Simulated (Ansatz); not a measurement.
# PH2 (SMILES [PH2]): UPBE/6-31G(d) (spherical functions)

Aim: the electronic atomisation energy of PH2 at UPBE/6-31G* (spherical functions), from 3 runs. 

Program for the calculation: Ansatz 0.2.0.

39 further runs of the same task are left out: 39 set aside as unsound or not needed.

### 1 The molecule

The species is PH2 (3 atoms), meant as a doublet with charge 0. As SMILES, `[PH2]`. The coordinates come from a PBE0-D4/def2-TZVP relaxation.

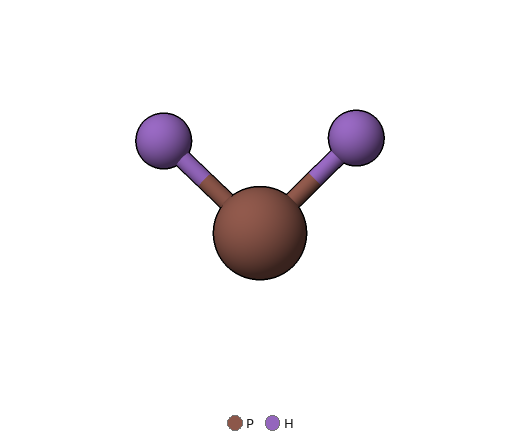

The structure, seen from a chosen angle (phosphorus brown, hydrogen purple).

### 2 A single-point energy at UPBE/6-31G(d) (spherical functions)

Contents of run.yaml:

```yaml
crystal:
  periodic: [false, false, false]
  atoms:
    - {symbol: P, position_ang: [0.525730, -0.309370, 0.258210]}
    - {symbol: H, position_ang: [0.114640, 1.051490, 0.176750]}
    - {symbol: H, position_ang: [-0.640370, -0.742120, -0.434970]}
basis:
  gaussian:
    orbitals: 6-31G_st_-spherical.json
accuracy: high
magnetization:
  spin_polarized: true
  initial_magnetization: 1
hamiltonian:
  xc: {name: PBE}
```

The basis set 6-31G* is read from a file made from the Basis Set Exchange's data (not shown).

Run with:

```sh
$ ansatz run run.yaml --threads 1 --pin off --max-ram 3480MiB --events-out events.jsonl --progress --plain --runs-dir runs
```

The program printed:

```text
Warning: RAYON_NUM_THREADS=1 ignored (pool sized by the plan → 1); use --threads N
Functional definition: PBE
  name "PBE"
  parameter kappa = 0.804
  parameter beta = 0.06672455060314922
  exchange = pbe_x(kappa = kappa, mu = beta*pi^2/3)
  correlation = pbe_c(beta = beta)
380 factors; integrals over basis functions are off by at most 3.4e-9 eV
mean field evaluation 1: about -9314.4788 eV, gradient 6.0e0 eV
mean field evaluation 2: about -9314.6799 eV, gradient 4.2e0 eV
mean field evaluation 4: about -9314.8082 eV, gradient 2.3e-1 eV
mean field evaluation 8: about -9314.8019 eV, gradient 9.0e-4 eV
mean field evaluation 16: about -9314.8019 eV, gradient 9.2e-8 eV
mean field -9314.80187880 eV, -342.3126552463 hartree, gradient 4.0e-8 eV, S^2 0.753542; 0 other end points of the search recorded, 0 dependent functions left out
reference -9314.80188103 eV, -342.3126553284 hartree; 9, 8 occupied and 13, 14 virtual orbitals, 380 factors
Total energy: -9314.80188103 eV, -342.3126553284 hartree
```

It took 1 s on 1 thread of Arm Neoverse V1, shared host; peak memory 0.096 GiB.

### 3 The H atom at the same level

Contents of input.yaml:

```yaml
crystal:
  periodic: [false, false, false]
  atoms:
    - {symbol: H, position_ang: [0.000000, 0.000000, 0.000000]}
basis:
  gaussian:
    orbitals: "6-31G*"
magnetization:
  spin_polarized: true
  initial_magnetization: 1
hamiltonian:
  xc: {name: PBE}
accuracy: high
```

Run the same way, it converges to -0.49743 Eh (log not shown).

### 4 The P atom

Contents of job.yaml:

```yaml
crystal:
  periodic: [false, false, false]
  atoms:
    - {symbol: P, position_ang: [0.000000, 0.000000, 0.000000]}
basis:
  gaussian: {orbitals: 6-31G_st_-spherical.json}
magnetization: {spin_polarized: true, initial_magnetization: 3}
hamiltonian: {xc: {name: PBE}}
accuracy: high
```

The basis set 6-31G* is read from a file made from the Basis Set Exchange's data (not shown).

Run with:

```sh
$ ansatz run job.yaml --threads 1 --pin off --max-ram 3480MiB --events-out events.jsonl --progress --plain --runs-dir runs
```

The program printed, cut to the lines that bear on the results:

```text
Warning: RAYON_NUM_THREADS=1 ignored (pool sized by the plan → 1); use --threads N
[... 6 set-up lines as earlier in the session ...]
140 factors; integrals over basis functions are off by at most 2.6e-9 eV
mean field evaluation 1: about -9281.0898 eV, gradient 3.0e0 eV
mean field evaluation 2: about -9281.1553 eV, gradient 1.9e0 eV
mean field evaluation 4: about -9281.1843 eV, gradient 4.7e-2 eV
mean field evaluation 8: about -9281.1844 eV, gradient 3.5e-5 eV
mean field -9281.18444345 eV, -341.0772372841 hartree, gradient 1.1e-8 eV, S^2 3.750085; 0 other end points of the search recorded, 0 dependent functions left out
reference -9281.18444555 eV, -341.0772373612 hartree; 9, 6 occupied and 9, 12 virtual orbitals, 140 factors
Total energy: -9281.18444555 eV, -341.0772373612 hartree
```

Run time: 0.56 s. Hardware: 1 thread of Arm Neoverse V1, shared host.

### 5 Results

Level: UPBE/6-31G* (spherical functions).

```
                     quantity          value
       molecule: total energy  -342.31266 Eh
               molecule: ⟨S²⟩          0.754
         H atom: total energy    -0.49743 Eh
                 H atom: ⟨S²⟩          0.750
         P atom: total energy  -341.07724 Eh
                 P atom: ⟨S²⟩          3.750
electronic atomisation energy       6.546 eV
```

Taking the molecule apart into free atoms costs 6.55 eV (632 kJ/mol), before zero-point energy and without spin-orbit coupling.
